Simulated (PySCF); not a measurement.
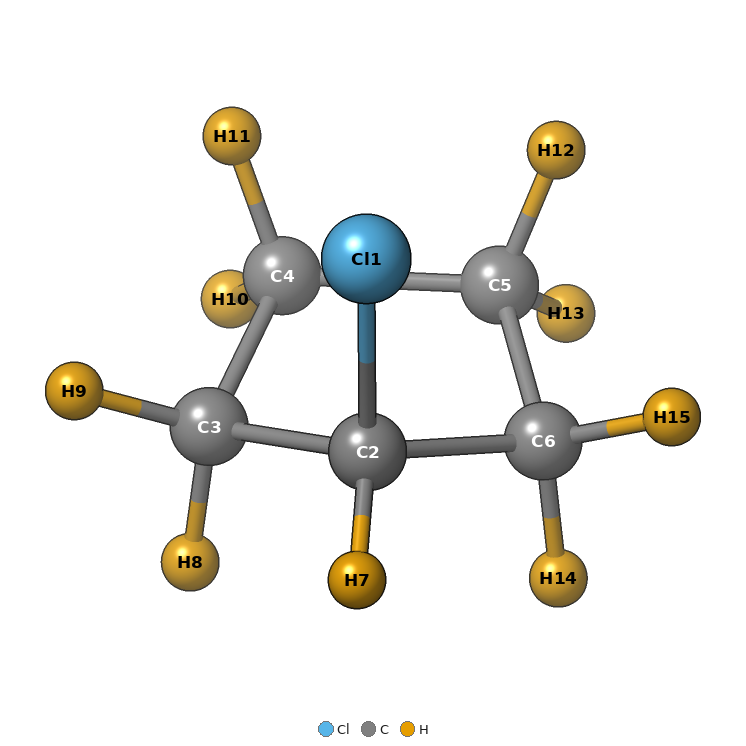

Atoms fade into the background with distance from the viewer. The geometry was computed by an optimisation with PBE0-D3(BJ)/def2-SVP. No frequency run is at hand to confirm it as a minimum.

### How is the 5-membered ring C2–C3–C4–C5–C6 puckered?

It is an envelope, with C2 as the flap. The Cremer–Pople amplitude Q is 0.40 Å.

### Give the torsion angles round the ring, beginning with the bond from its second to its third atom.

24°, 0°, −24°, 40°, −40°.
